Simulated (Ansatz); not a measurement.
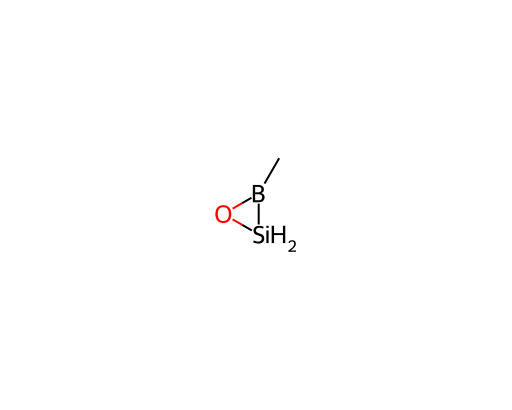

(Drawn from a calculation with Ansatz.)

Question: Give its SMILES.

Answer: CB1O[SiH2]1

Question: What is the molecular formula?

Answer: CH5BOSi.

Question: An optimisation with PBE0-D4/def2-TZVP gave a structure of which point group?

Answer: Cs.
